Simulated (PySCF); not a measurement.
Bond stretch in SMILES O=CO. The O1–H5 bond (O1 also carries C; H5 carries nothing else) is stretched with both fragments frozen at the PBE0/def2-TZVP optimised geometry.

Computed with: RKS-BHandHLYP = PySCF 2.14.0 with restricted BHandHLYP/6-31G; RHF/6-31G (PySCF); UKS-PBE0 = PySCF with unrestricted PBE0/6-31G.

Magnitude of the dipole moment (D; its direction can reverse along the curve, and a method can change to another solution) and Mulliken charge of the fragment that holds O1:

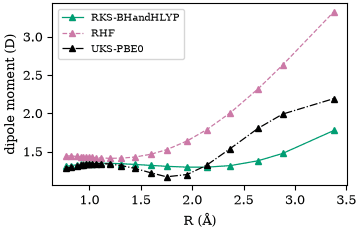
*Dipole moment against bond length.*

```csv
R / Å,μ RKS-BHandHLYP,q RKS-BHandHLYP,μ RHF,q RHF,μ UKS-PBE0,q UKS-PBE0
0.77,1.31,-0.32,1.44,-0.35,1.28,-0.32
0.82,1.32,-0.35,1.44,-0.38,1.30,-0.35
0.88,1.33,-0.38,1.44,-0.41,1.31,-0.37
0.92,1.33,-0.39,1.43,-0.42,1.32,-0.39
0.94,1.34,-0.40,1.43,-0.43,1.33,-0.39
0.97,1.34,-0.40,1.43,-0.43,1.33,-0.39
1.00,1.34,-0.41,1.42,-0.44,1.34,-0.40
1.02,1.34,-0.41,1.42,-0.44,1.34,-0.40
1.06,1.35,-0.41,1.42,-0.44,1.34,-0.40
1.11,1.35,-0.41,1.42,-0.44,1.34,-0.39
1.20,1.35,-0.40,1.41,-0.43,1.34,-0.38
1.31,1.34,-0.38,1.41,-0.42,1.32,-0.36
1.44,1.33,-0.35,1.43,-0.40,1.28,-0.33
1.60,1.32,-0.32,1.47,-0.37,1.22,-0.29
1.75,1.31,-0.30,1.52,-0.35,1.17,-0.25
1.95,1.30,-0.27,1.64,-0.34,1.20,-0.18
2.14,1.30,-0.26,1.78,-0.33,1.32,-0.13
2.37,1.32,-0.24,2.01,-0.33,1.54,-0.08
2.64,1.38,-0.24,2.32,-0.33,1.80,-0.04
2.88,1.48,-0.23,2.63,-0.33,1.99,-0.02
3.38,1.78,-0.23,3.33,-0.33,2.19,0.00
```

At the longest distance RKS-BHandHLYP leaves fractional charges on the fragments, a sign of delocalisation error or of the restricted form. The restricted form behind RKS-BHandHLYP, RHF keeps the bonding electrons paired and can't separate into open-shell fragments. The unrestricted determinant behind UKS-PBE0 is spin-contaminated at 1.75 to 3.38 Å (<S²> up to 1.0, against 0.00 for a pure singlet).
